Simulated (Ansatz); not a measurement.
```csv
atom,x (Å),y (Å),z (Å)
Ge,0.4605,0.7389,-0.2659
N,-0.6527,-1.1026,-0.4051
O,-1.7215,-0.9759,0.1710
O,1.7427,0.2371,0.7224
```

Geometry: B3LYP-D3(BJ)/def2-SVPD; the highest occupied orbital lies above zero, a sign that basis and functional describe the outermost electron poorly.

Method: Ansatz 0.2.0, isolated molecule in a Gaussian basis; Kohn-Sham density functional theory, functional PBE0.

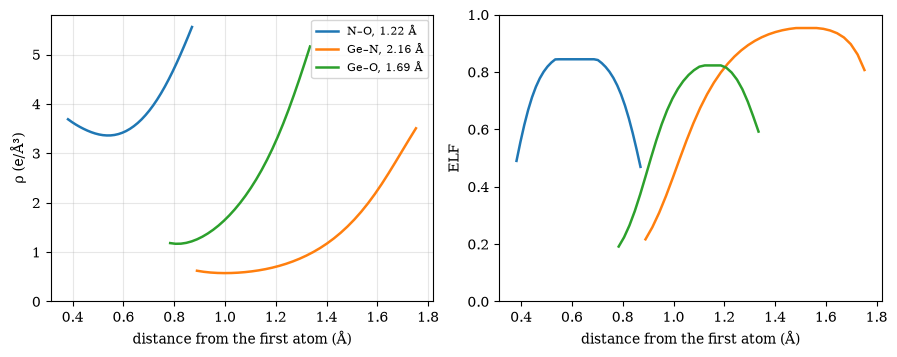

GeNO₂ (charge −1). Total electron density and ELF along straight lines between neighbouring atoms. The curves leave out the atomic cores.

Compare the contacts.

Answer. N–O (1.22 Å): the density is about 3.5 e/Å³ at the midpoint; the ELF peaks at about 0.85 between the atoms, as expected for localised, covalent bonding.
Ge–N (2.16 Å): ρ at the midpoint is about 0.59 e/Å³; the ELF peaks at about 0.95 in the valence shell of N, 0.6 Å from its nucleus, and is about 0.60 at the midpoint.
Ge–O (1.69 Å): ρ at the midpoint is about 1.2 e/Å³; the ELF peaks at about 0.80 in the valence shell of O, 0.6 Å from its nucleus, and is about 0.30 at the midpoint.
